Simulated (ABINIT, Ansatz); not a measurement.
# TiO2 (Rutile): G0W0 on several meshes in ABINIT, part 2 of 2

Aim: the GW shift of TiO2 (Rutile) against the k mesh.

ABINIT 10.8.3; PBE and many-body steps on it, plane waves. Known limits of the many-body steps: not at the basis limit; coarse k mesh.

So far. Step 4 (4×4×4): The gap on the mesh goes from 1.92 eV to 3.37 eV, a correction of +1.46 eV. Step 5 (Empty states on the mesh, 2×2×4 mesh, 148 bands): On this mesh the gap is 1.917 eV.

**7. 2×2×4**

This step: G0W0 on PBE, plane waves, norm-conserving pseudopotentials.

Input file run.abi:

```
acell 3*1.0 Angstrom
rprim 
  4.592200000000 0.000000000000 0.000000000000
  0.000000000000 4.592200000000 0.000000000000
  0.000000000000 0.000000000000 2.957400000000
ntypat 2
znucl 22 8
natom 6
typat 1 1 2 2 2 2
xred 
  0.000000000000 0.000000000000 0.000000000000
  0.500000000000 0.500000000000 0.500000000000
  0.304960000000 0.304960000000 0.000000000000
  0.195040000000 0.804960000000 0.500000000000
  0.695040000000 0.695040000000 0.000000000000
  0.804960000000 0.195040000000 0.500000000000
pp_dirpath "pseudos"
pseudos "Ti.upf, O.upf"
ecut 38
ngkpt 2 2 4
nshiftk 1
shiftk 0 0 0
kptopt 1
chksymbreak 0
istwfk *1
occopt 1
irdwfk 1
optdriver 4
nband 140
gwcalctyp 0
ecutsigx 38
symsigma 1
nkptgw 1
kptgw 
  0.0000000000 0.0000000000 0.0000000000
bdgw 
  22 26
ecuteps 5.2
irdscr 1
ppmodel 1
indata_prefix "in"
outdata_prefix "out"
tmpdata_prefix "tmp"
```

The run is started by

```
OMP_NUM_THREADS=1 mpirun -n 16 abinit run.abi > log
```

Output:

```text
.Version 10.8.3 of ABINIT. v10.8.2 released Aug 2026.

 Symmetries : space group P4_2/m n m (#136); Bravais tP (primitive tetrag.)
[... echo of the input left out ...]
== DATASET  1 ==================================================================
-   mpi_nproc: 16, omp_nthreads: 1 (-1 if OMP is not activated)

--- !DatasetInfo
iteration_state: {dtset: 1, }
dimensions: {natom: 6, nkpt: 9, mband: 140, nsppol: 1, nspinor: 1, nspden: 1, mpw: 4748, }
cutoff_energies: {ecut:  38.0, pawecutdg:  -1.0, }
electrons: {nelect:   4.80000000E+01, charge:   0.00000000E+00, occopt:   1.00000000E+00, tsmear:   1.00000000E-02, }

 SIGMA: Calculation of the GW corrections

 Based on a program developped by R.W. Godby, V. Olevano, G. Onida, and L. Reining.
 Incorporated in ABINIT by V. Olevano, G.-M. Rignanese, and M. Torrent.
.Using double precision arithmetic ; gwpc =  8

[... cell and pseudopotentials left out ...]
--------------------------------------------------------------------------------

 ==== K-mesh for the wavefunctions ====
 Number of points in the irreducible wedge :     9
[... list of points left out ...]
 Together with 16 symmetry operations and time-reversal symmetry
 yields    16 points in the full Brillouin Zone.

 ==== Q-mesh for screening function ====
 Number of points in the irreducible wedge :     9
[... list of points left out ...]
 Together with 16 symmetry operations and time-reversal symmetry
 yields    16 points in the full Brillouin Zone.

 vcoul_init : cutoff-mode = AUXILIARY_FUNCTION
 q-points for optical limit:   1
     1)      0.000010    0.000020    0.000030
 setmesh: FFT mesh size selected  =    50x   50x   32
          total number of points  =        80000

 Number of electrons calculated from density =   48.0000; Expected =   48.0000
[...]
number of q-points in IBZ                           9
 number of symmetry operations                      16
 number of k-points in BZ                           16
 number of q-points in BZ                           16
 number of frequencies for dSigma/dE                 9
 frequency step for dSigma/dE [eV]                0.25
 number of omega for Sigma on real axis              0
 max omega for Sigma on real axis  [eV]           0.00
 zcut for avoiding poles [eV]                     0.10

 EPSILON^-1 parameters (SCR file):
 dimension of the eps^-1 matrix on file            249
 dimension of the eps^-1 matrix used               249
 number of plane-waves for wavefunctions          4679
 number of bands                                   140
 number of q-points in IBZ                           9
 number of frequencies                               2
 number of real frequencies                          1
 number of imag frequencies                          1

 matrix elements of self-energy operator (all in [eV])

 Perturbative Calculation

--- !SelfEnergy_ee
iteration_state: {dtset: 1, }
kpoint     : [   0.000,    0.000,    0.000, ]
spin       : 1
KS_gap     :    1.917
QP_gap     :    3.332
Delta_QP_KS:    1.415
data: !SigmaeeData |
     Band     E0 <VxcDFT>   SigX SigC(E0)      Z dSigC/dE  Sig(E)    E-E0       E
       22   5.208 -20.680 -25.200   4.857   0.770  -0.298 -20.421   0.259   5.467
       23   5.208 -20.680 -25.200   4.857   0.770  -0.298 -20.421   0.259   5.467
       24   5.660 -20.454 -24.998   4.933   0.765  -0.308 -20.157   0.298   5.957
       25   7.576 -20.141 -11.955  -5.981   0.777  -0.287 -18.428   1.713   9.289
       26   7.879 -19.770 -11.944  -5.744   0.778  -0.286 -18.151   1.619   9.498

== END DATASET(S) ==============================================================
================================================================================

 -outvars: echo values of variables after computation  --------
           etotal      0.0000000000E+00
            nband         140
             nkpt           9
          spgroup         136
 [... the other variables as echoed above ...]

 Calculation completed.
```

Elapsed: 6.6 s, on 16 MPI ranks of Arm Neoverse N1, shared host; peak memory 2.4 GiB.

Numbers from this step:

```yaml
g0w0_gap_on_the_points_computed: 3.332 eV
starting_gap_on_the_mesh: 1.917 eV
k_of_the_valence_top: 0, 0, 0
k_of_the_conduction_bottom: 0, 0, 0
z_at_the_valence_top: 0.765
z_at_the_conduction_bottom: 0.777
least_direct_g0w0_gap_on_the_computed_points: 3.332 eV
```

Against G0W0 in ABINIT (4×4×4 mesh, 140 bands, screening to 141.5 eV, Godby-Needs plasmon pole), the gap moves by −0.043 eV.

**8. Empty states on the mesh, 4×4×6 mesh, 148 bands**

This step: DFT, PBE, plane waves, norm-conserving pseudopotentials.

Changes to run.abi since step 7:

```diff
@@ -19,3 +19,3 @@
 ecut 38
-ngkpt 2 2 4
+ngkpt 4 4 6
 nshiftk 1
@@ -24,18 +24,10 @@
 chksymbreak 0
+irdden 1
 istwfk *1
+nband 148
+prtvol 0
+optdriver 6
+gwr_task "HDIAGO"
+paral_kgb 0
 occopt 1
-irdwfk 1
-optdriver 4
-nband 140
-gwcalctyp 0
-ecutsigx 38
-symsigma 1
-nkptgw 1
-kptgw 
-  0.0000000000 0.0000000000 0.0000000000
-bdgw 
-  22 26
-ecuteps 5.2
-irdscr 1
-ppmodel 1
 indata_prefix "in"
```

Output:

```text
[banner, memory and clock lines left out]
.Version 10.8.3 of ABINIT. v10.8.2 released Aug 2026.

 Symmetries : space group P4_2/m n m (#136); Bravais tP (primitive tetrag.)
[... echo of the input left out ...]
== DATASET  1 ==================================================================
-   mpi_nproc: 16, omp_nthreads: 1 (-1 if OMP is not activated)

--- !DatasetInfo
iteration_state: {dtset: 1, }
dimensions: {natom: 6, nkpt: 24, mband: 148, nsppol: 1, nspinor: 1, nspden: 1, mpw: 4748, }
cutoff_energies: {ecut:  38.0, pawecutdg:  -1.0, }
[...]
Integrated=    4.8000E+01

 === KS gaps after direct diagonalization ===
 Direct band gap semiconductor
 Fundamental gap:     1.917 (eV)
   VBM:     5.660 (eV) at k: [ 0.0000E+00,  0.0000E+00,  0.0000E+00]
   CBM:     7.576 (eV) at k: [ 0.0000E+00,  0.0000E+00,  0.0000E+00]
 Direct gap:         1.917 (eV) at k: [ 0.0000E+00,  0.0000E+00,  0.0000E+00]

== END DATASET(S) ==============================================================

 -outvars: echo values of variables after computation  --------
           etotal      0.0000000000E+00
            nband         148
             nkpt          24
          spgroup         136
 [... the other variables as echoed above ...]

 Calculation completed.
```

It took 4.5 min on 16 MPI ranks; peak memory 20 GiB.

Numbers from this step:

- gap: 1.917 eV
- k of the valence top: 0, 0, 0
- k of the conduction bottom: 0, 0, 0
- least direct gap: 1.917 eV
- k points computed: 24
- lowest point of the top converged band, above the valence top: 76.3422 eV

On this mesh the gap is 1.917 eV.

**9. Screening, 4×4×6 mesh, 140 bands, screening to 141.5 eV**

This step: RPA screening on PBE, plane waves, norm-conserving pseudopotentials.

Changes to run.abi since step 8:

```diff
@@ -24,10 +24,11 @@
 chksymbreak 0
-irdden 1
 istwfk *1
-nband 148
-prtvol 0
-optdriver 6
-gwr_task "HDIAGO"
-paral_kgb 0
 occopt 1
+irdwfk 1
+optdriver 3
+nband 140
+ecuteps 5.2
+inclvkb 2
+awtr 1
+symchi 1
 indata_prefix "in"
```

Output:

```text
.Version 10.8.3 of ABINIT. v10.8.2 released Aug 2026.

 Symmetries : space group P4_2/m n m (#136); Bravais tP (primitive tetrag.)
[... echo of the input left out ...]
== DATASET  1 ==================================================================
-   mpi_nproc: 16, omp_nthreads: 1 (-1 if OMP is not activated)

--- !DatasetInfo
iteration_state: {dtset: 1, }
dimensions: {natom: 6, nkpt: 24, mband: 140, nsppol: 1, nspinor: 1, nspden: 1, mpw: 4748, }
cutoff_energies: {ecut:  38.0, pawecutdg:  -1.0, }
[...]
--------------------------------------------------------------------------------
[... chi0 elements left out ...]
 For q-point:  0.000010 0.000020 0.000030
  dielectric constant =   8.2040
  dielectric constant without local fields =   8.6084

  Average fulfillment of the sum rule on Im[epsilon] for q-point    1 :     62.22  [%]
[... wings left out ...]
  q-point number  2        q = ( 0.250000, 0.000000, 0.000000) [r.l.u.]
--------------------------------------------------------------------------------
[... chi0 elements left out ...]
  Average fulfillment of the sum rule on Im[epsilon] for q-point    2 :     72.97  [%]

 [... 22 further q-points ...]
```

Elapsed: 6.9 min, on 16 MPI ranks; peak memory 8.3 GiB; 1.8 h of CPU time.

Numbers from this step:

```
ε∞ with local fields, on this mesh, along the program's q direction : 8.204
the same without local fields                                       : 8.608
plasma frequency                                                    : 32.58 eV
plane waves in the screening matrix                                 : 249
```

**10. 4×4×6**

This step: G0W0 on PBE, plane waves, norm-conserving pseudopotentials.

Changes to run.abi since step 9:

```diff
@@ -27,8 +27,15 @@
 irdwfk 1
-optdriver 3
+optdriver 4
 nband 140
+gwcalctyp 0
+ecutsigx 38
+symsigma 1
+nkptgw 1
+kptgw 
+  0.0000000000 0.0000000000 0.0000000000
+bdgw 
+  22 26
 ecuteps 5.2
-inclvkb 2
-awtr 1
-symchi 1
+irdscr 1
+ppmodel 1
 indata_prefix "in"
```

Output:

```text
.Version 10.8.3 of ABINIT. v10.8.2 released Aug 2026.

 Symmetries : space group P4_2/m n m (#136); Bravais tP (primitive tetrag.)
[... echo of the input left out ...]
== DATASET  1 ==================================================================
-   mpi_nproc: 16, omp_nthreads: 1 (-1 if OMP is not activated)

--- !DatasetInfo
iteration_state: {dtset: 1, }
dimensions: {natom: 6, nkpt: 24, mband: 140, nsppol: 1, nspinor: 1, nspden: 1, mpw: 4748, }
cutoff_energies: {ecut:  38.0, pawecutdg:  -1.0, }
[...]
24   5.660 -20.447 -25.180   4.962   0.764  -0.310 -20.272   0.175   5.835
       25   7.576 -20.154 -12.128  -5.929   0.777  -0.287 -18.524   1.631   9.207
       26   7.879 -19.781 -12.090  -5.711   0.778  -0.285 -18.240   1.540   9.419

== END DATASET(S) ==============================================================
================================================================================

 -outvars: echo values of variables after computation  --------
           etotal      0.0000000000E+00
            nband         140
             nkpt          24
          spgroup         136
 [... the other variables as echoed above ...]

 Calculation completed.
```

Wall time 12 s (16 MPI ranks); peak memory 4.1 GiB; 3 min of CPU time.

Numbers from this step:

```
G0W0 gap on the points computed              : 3.372 eV
starting gap on the mesh                     : 1.917 eV
k of the valence top                         : 0, 0, 0
k of the conduction bottom                   : 0, 0, 0
least direct G0W0 gap on the computed points : 3.372 eV
```

Against G0W0 in ABINIT (4×4×4 mesh, 140 bands, screening to 141.5 eV, Godby-Needs plasmon pole), the gap moves by −0.003 eV.

**11. The runs together**

Times are wall times on 16 MPI ranks of Arm Neoverse N1, shared host, good to a factor of about two. A run's time includes the screening step that it read.

| run | mesh | bands | screening cutoff (eV) | DFT gap (eV) | gap on the mesh (eV) | direct (eV) | ε∞ used | time |
| --- | --- | --- | --- | --- | --- | --- | --- | --- |
| 4×4×4 | 4×4×4 | 140 | 141.5 | 1.917 | 3.375 | 3.375 | 8.55 | 4.2 min |
| 2×2×4 | 2×2×4 | 140 | 141.5 | 1.917 | 3.332 | 3.332 | 8.90 | 62 s |
| 4×4×6 | 4×4×6 | 140 | 141.5 | 1.917 | 3.372 | 3.372 | 8.20 | 7.1 min |

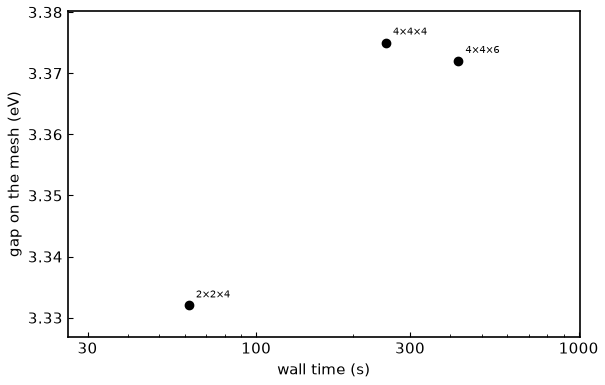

Result against wall time.

**12. Outcome**

* 4×4×4: 3.375 eV
* 2×2×4: 3.332 eV
* 4×4×6: 3.372 eV
* known limits: not at the basis limit; coarse k mesh

What this shows: 2×2×4: −0.043 eV against 4×4×4. 4×4×6: −0.003 eV against 4×4×4. Bands and cutoff are finite, so the gap is not at the basis limit. The miss can reach some tenths of an eV and take either sign; the mesh is an error of its own. In the G0W0 runs levels were corrected at 1 k point alone, so a gap called «on the mesh» is the least over those, and an edge elsewhere would be missed. The 4×4×4 mesh is coarse for this cell, which bears on the long-range parts of exchange and screening.

[Paths, hosts, dates, memory and timing lines, banners, echoed tables and standing remarks are left out of the program output.]

[Logs are printed without paths, hosts, clocks, repeated set-up lines and the standing remarks that a program may print on its own settings, such as how far it seeks lower states.]

[Runs of the session that timed out or met a known fault of the program may be left out.]

[Hosts, paths, dates, database ids (printed as entryN), source tags and the programs' standing remarks are cut or masked in the printed files.]

[G0W0 gaps are taken among the corrected bands and points alone; a level outside them can change the order at an edge.]

[Where Ansatz stands beside ABINIT at settings called matched, ABINIT's density can come from a denser mesh and the files from another edition; pairs whose starting gaps differed by over 0.03 eV were left out, so agreement reads better than it is.]
